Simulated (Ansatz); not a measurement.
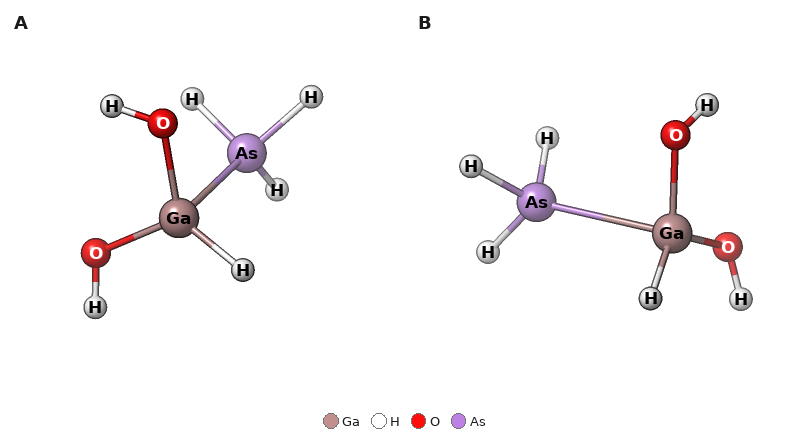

Atoms fade into the background with distance from the viewer. The geometry was computed by an optimisation with PBE0-D4/def2-TZVP.

How are A and B related: the same structure turned, mirror images, conformers, diastereomers or constitutional isomers?

They are mirror images that no rotation superimposes: the geometry of AsGaH6O2 is chiral (C1). Their energies are equal.
